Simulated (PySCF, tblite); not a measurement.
# C₄H₁₀SSi: geometry, infrared bands and NMR shifts

What infrared bands and NMR shifts should C₄H₁₀SSi (`CSC1C[SiH2]C1`) show?

Programs: tblite 0.8.0 and PySCF 2.14.0, with density-fitted response routines of our own. Each step states its level of theory. These are calculated values for one molecule in the gas phase, unless marked as measured. Atoms count from 0, in the outputs and in this text.

## Step 1: Starting geometry

16 atoms, charge 0, multiplicity 1; geometry from: force field or distance geometry start.

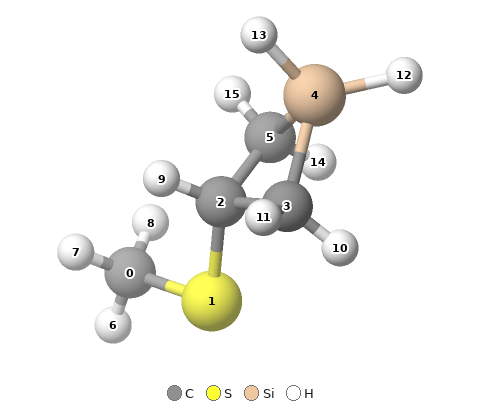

As it starts; carbon grey, sulfur yellow, silicon light orange, hydrogen white, atoms numbered; sticks join atoms by distance.

## Step 2: Relaxing the molecule with GFN2-xTB

The job: settings as JSON, then the geometry in Å.

```
{"job": {"kind": "relax", "xc": "GFN2-xTB", "basis": "xTB"}, "charge": 0, "multiplicity": 1}
C      2.682400     0.349300    -0.146800
S      1.574400    -1.080700    -0.115300
C      0.020300    -0.183000    -0.435700
C     -1.188100    -1.179400    -0.537100
Si    -2.267500     0.160100     0.261700
C     -0.510500     0.548100     0.846800
H      3.705800     0.028700     0.007800
H      2.617100     0.857600    -1.111400
H      2.413800     1.056400     0.645200
H      0.088200     0.473900    -1.315400
H     -1.128200    -2.078700     0.104000
H     -1.476800    -1.482700    -1.540300
H     -3.206800    -0.298500     1.320400
H     -2.780400     1.151400    -0.726300
H     -0.285300     0.072900     1.807100
H     -0.265700     1.613500     0.924000
```

Command:

```bash
$ OMP_NUM_THREADS=1 python probes_run.py task.json out
```

The driver reads the jobs from task.json and runs them one after another.

**Question.** This job is followed by: GFN2-xTB harmonic vibrations, gas phase; GIAO PBE0/pcSseg-1 NMR shielding, non-relativistic, gas phase. What will the session give for the following? strongest single infrared mode (GFN2-xTB); zero-point energy (GFN2-xTB); ¹³C shifts against TMS (PBE0/pcSseg-1, means over atoms taken as alike); ¹H shifts against TMS (PBE0/pcSseg-1, means over atoms taken as alike); ³³S shifts against CS2 (PBE0/pcSseg-1); ²⁹Si shifts against TMS (PBE0/pcSseg-1).

The runs gave:

| quantity | value |
| --- | --- |
| strongest single infrared mode (GFN2-xTB) | 2267 cm⁻¹, 360 km/mol |
| zero-point energy (GFN2-xTB) | 78.6 kcal/mol |
| ¹³C shifts against TMS (PBE0/pcSseg-1, means over atoms taken as alike) | 46.1, 20.2, 20.2 ppm |
| ¹H shifts against TMS (PBE0/pcSseg-1, means over atoms taken as alike) | 4.75, 4.65, 3.26, 2.05, 1.95, 1.52 ppm |
| ³³S shifts against CS2 (PBE0/pcSseg-1) | 45 ppm |
| ²⁹Si shifts against TMS (PBE0/pcSseg-1) | -46.6 ppm |

Over 76 steps the energy fell by 0.312 eV; of the close pairs, C2–C3 changed most, 1.569 to 1.536 Å. No mode is imaginary among the 42: a minimum at this level. The strongest single mode, at 2267 cm⁻¹, moves mainly H13. Unscaled tight-binding wavenumbers are off by several per cent, some by more. Its intensities can rank the bands wrongly. At PBE0/pcSseg-1: Shielding is most anisotropic at S1 (span 461 ppm, paramagnetic term -598 ppm).
